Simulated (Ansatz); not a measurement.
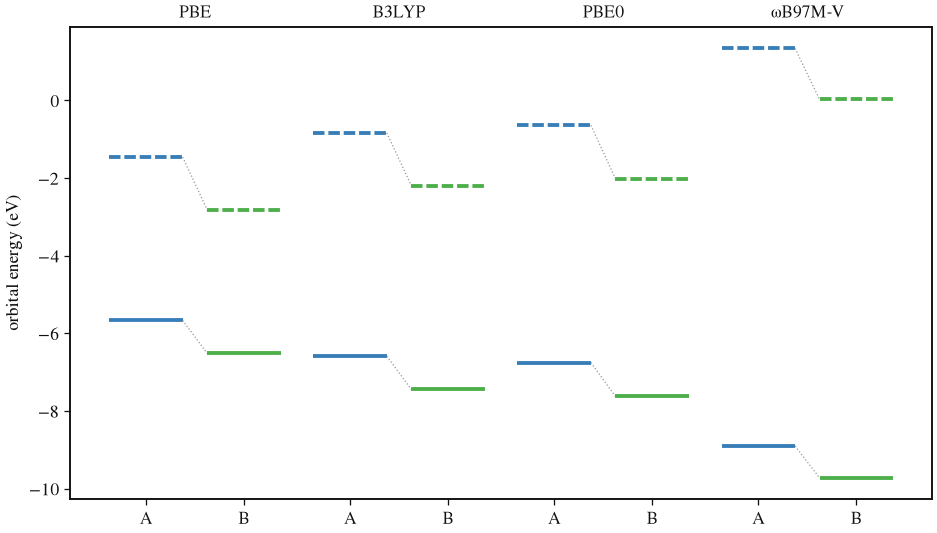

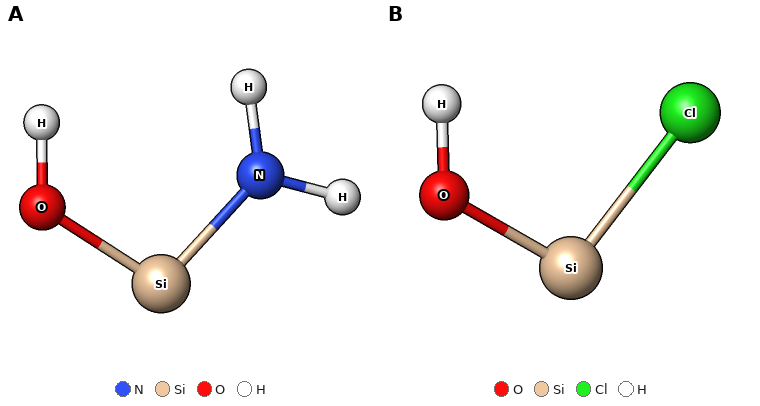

One change: A, SiNH₃O (SMILES N[Si]O), becomes B, SiHOCl (SMILES O[Si]Cl). NH₂ on Si is replaced by Cl. HOMO (solid) and LUMO (dashed) computed in def2-TZVPP at PBE0-D4/def2-TZVP geometries, both minima by their frequencies, gas phase, the Ansatz code. Empty levels above zero depend strongly on the basis.

> What does the change do to HOMO and LUMO?

PBE: the HOMO falls by 0.85 eV, the LUMO falls by 1.36 eV, and the separation goes from 4.20 to 3.70 eV. B3LYP: the HOMO falls by 0.86 eV, the LUMO falls by 1.36 eV, and the separation goes from 5.75 to 5.25 eV. PBE0: the HOMO falls by 0.87 eV, the LUMO falls by 1.38 eV, and the separation goes from 6.11 to 5.61 eV. ωB97M-V: the HOMO falls by 0.82 eV, the LUMO falls by 1.32 eV, and the separation goes from 10.24 to 9.75 eV.

> Do the functionals agree on the effect?

They agree on the direction for both levels; the HOMO shift lies between −0.87 and −0.82 eV and the LUMO shift between −1.38 and −1.32 eV, while the separations themselves differ by up to 6.1 eV between functionals.
